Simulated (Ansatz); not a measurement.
**C2H3N (acetonitrile) at BLYP/def2-TZVP**

What is the vertical ionisation energy of C2H3N (acetonitrile) at BLYP/def2-TZVP? 

Program for the calculation: Ansatz 0.2.0.

58 further runs of the same task are left out: 1 that didn't finish, 57 set aside as unsound or not needed.

**1. Starting point**

The species is C2H3N (6 atoms), meant as a singlet with charge 0. SMILES: `CC#N`. The shape is that of a PBE0-D4/def2-TZVP optimisation.

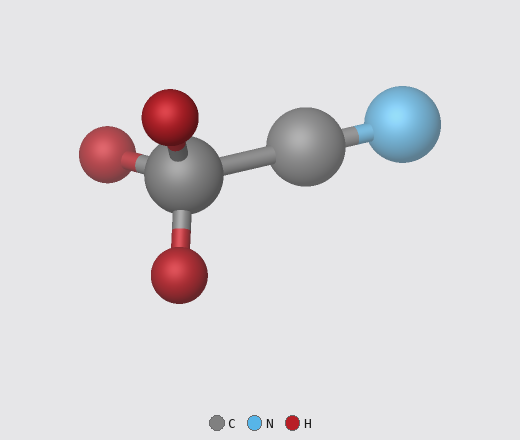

The structure, seen from a chosen angle (carbon grey, nitrogen blue, hydrogen red).

**2. A single-point energy at BLYP/def2-TZVP**

Contents of run.yaml:

```yaml
crystal:
  periodic: [false, false, false]
  atoms:
    - symbol: C
      position_ang: [-0.280940, 0.335300, -0.214270]
    - symbol: C
      position_ang: [0.554920, -0.662210, 0.423280]
    - symbol: N
      position_ang: [1.217610, -1.453160, 0.928690]
    - symbol: H
      position_ang: [0.116120, 0.582760, -1.199830]
    - symbol: H
      position_ang: [-1.297020, -0.044950, -0.329220]
    - symbol: H
      position_ang: [-0.310690, 1.242250, 0.391350]
basis:
  gaussian:
    orbitals: def2-TZVP
hamiltonian:
  xc: {name: BLYP}
accuracy: high
output: {orbitals: {seedname: orbitals}}
```

On the command line:

```sh
$ ansatz run run.yaml --threads 1 --pin off --max-ram 3480MiB --events-out events.jsonl --progress --plain --runs-dir runs
```

The program printed:

```text
Warning: RAYON_NUM_THREADS=1 ignored (pool sized by the plan → 1); use --threads N
Functional definition: BLYP
  name "BLYP"
  parameter beta = 0.0042
  parameter a = 0.04918
  parameter b = 0.132
  parameter c = 0.2533
  parameter d = 0.349
  exchange = b88_x(beta = beta)
  correlation = lyp_c(a = a, b = b, c = c, d = d)
1892 factors; integrals over basis functions are off by at most 3.7e-9 eV
mean field evaluation 1: about -3603.4595 eV, gradient 6.6e1 eV
mean field evaluation 2: about -3590.2851 eV, gradient 9.4e1 eV
mean field evaluation 4: about -3612.5731 eV, gradient 4.9e0 eV
mean field evaluation 8: about -3612.6347 eV, gradient 1.1e-1 eV
mean field evaluation 16: about -3612.6347 eV, gradient 9.4e-7 eV
mean field -3612.63468873 eV, -132.7618760790 hartree, gradient 6.2e-8 eV, S^2 0.000000; 0 other end points of the search recorded, 0 dependent functions left out
reference -3612.63473511 eV, -132.7618777835 hartree; 11, 11 occupied and 100, 100 virtual orbitals, 1892 factors
Total energy: -3612.63473511 eV, -132.7618777835 hartree
```

It took 3.3 s on 1 thread of Intel Xeon 6975P-C (Granite Rapids), shared host; peak memory 0.26 GiB.

**3. The doublet cation**

Contents of molecule.yaml:

```yaml
crystal:
  periodic: [false, false, false]
  atoms:
    - {symbol: C, position_ang: [-0.280940, 0.335300, -0.214270]}
    - {symbol: C, position_ang: [0.554920, -0.662210, 0.423280]}
    - {symbol: "N", position_ang: [1.217610, -1.453160, 0.928690]}
    - {symbol: H, position_ang: [0.116120, 0.582760, -1.199830]}
    - {symbol: H, position_ang: [-1.297020, -0.044950, -0.329220]}
    - {symbol: H, position_ang: [-0.310690, 1.242250, 0.391350]}
basis:
  gaussian:
    orbitals: def2-TZVP
total_charge: 1
magnetization:
  spin_polarized: true
  initial_magnetization: 1
hamiltonian:
  xc: {name: BLYP}
accuracy: high
output:
  orbitals: {seedname: orbitals}
```

On the command line:

```sh
$ ansatz run molecule.yaml --threads 1 --pin off --max-ram 3480MiB --events-out events.jsonl --progress --plain --runs-dir runs
```

The program printed:

```text
Warning: RAYON_NUM_THREADS=1 ignored (pool sized by the plan → 1); use --threads N
[... 9 set-up lines as earlier in the session ...]
1892 factors; integrals over basis functions are off by at most 3.7e-9 eV
mean field evaluation 1: about -3590.0693 eV, gradient 5.0e1 eV
mean field evaluation 2: about -3581.4636 eV, gradient 6.1e1 eV
mean field evaluation 4: about -3600.0918 eV, gradient 1.1e1 eV
mean field evaluation 8: about -3600.6263 eV, gradient 3.7e-1 eV
mean field evaluation 16: about -3600.6246 eV, gradient 4.5e-3 eV
mean field evaluation 32: about -3598.3150 eV, gradient 1.8e1 eV
mean field evaluation 64: about -3599.8991 eV, gradient 9.0e0 eV
mean field evaluation 96: about -3600.6254 eV, gradient 1.5e-2 eV
mean field -3600.62543417 eV, -132.3205441141 hartree, gradient 9.5e-8 eV, S^2 0.751913; 12 other end points of the search recorded, 0 dependent functions left out
reference -3600.62547906 eV, -132.3205457637 hartree; 11, 10 occupied and 100, 101 virtual orbitals, 1892 factors
Total energy: -3600.62547906 eV, -132.3205457637 hartree
```

It took 19 s on 1 thread of Intel Xeon 6975P-C (Granite Rapids), shared host; peak memory 0.31 GiB.

**4. Summary of results**

At BLYP/def2-TZVP:

```
                                          quantity          value
                       singlet C2H3N: total energy  -132.76188 Eh
                        singlet C2H3N: HOMO energy       -7.96 eV
                        singlet C2H3N: LUMO energy       -0.10 eV
                      singlet C2H3N: HOMO–LUMO gap        7.86 eV
                      doublet cation: total energy  -132.32055 Eh
doublet cation: HOMO energy (highest over α and β)      -16.29 eV
 doublet cation: LUMO energy (lowest over α and β)      -15.99 eV
                              doublet cation: ⟨S²⟩          0.752
vertical ionisation energy (to the doublet cation)      12.009 eV
```

**Reading.** The vertical ionisation energy comes to 12.01 eV (277 kcal/mol). The negative HOMO energy of the first species, 7.96 eV, lies 4.05 eV below that difference.
